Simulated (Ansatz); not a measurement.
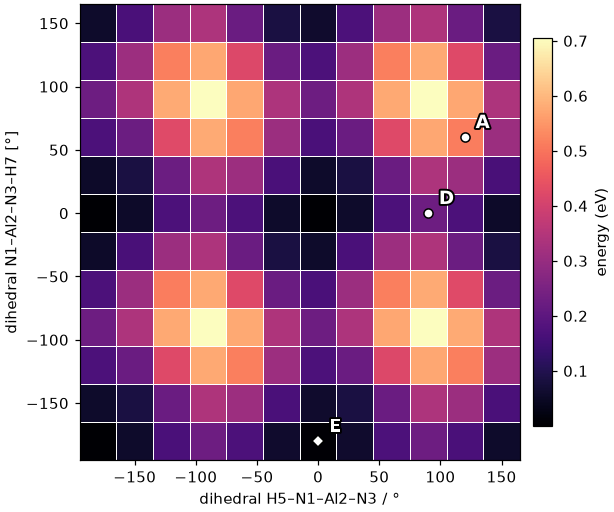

AlBrH₄N₂, SMILES [NH2][Al]([NH2])[Br]. First axis: dihedral H5–N1–Al2–N3. Second axis: dihedral N1–Al2–N3–H7. Nothing is relaxed (all other coordinates rigid). The grid has 12 × 12 points; 90 points were computed and 54 follow by symmetry. Points are written as (first, second). Energies: eV, counted from the relaxed molecule at the same level. All numbers below come from RKS CAM-B3LYP-D4/def2-SVP in Ansatz 0.2.0.

Drawn: one coloured cell a grid point, lettered points.

> Is D the lowest point of the computed grid?

No. D lies 0.228 eV above the lowest grid point, which is at (−180°, 0°).

> What kind of point is each of D, E: minimum, saddle, maximum or slope?

D: saddle point; E: minimum. (In these two coordinates alone; a stationary point may lie a little off the grid point.)

> Rank the lettered points by energy, lowest first.

E (0.0044 eV), D (0.228 eV), A (0.513 eV).
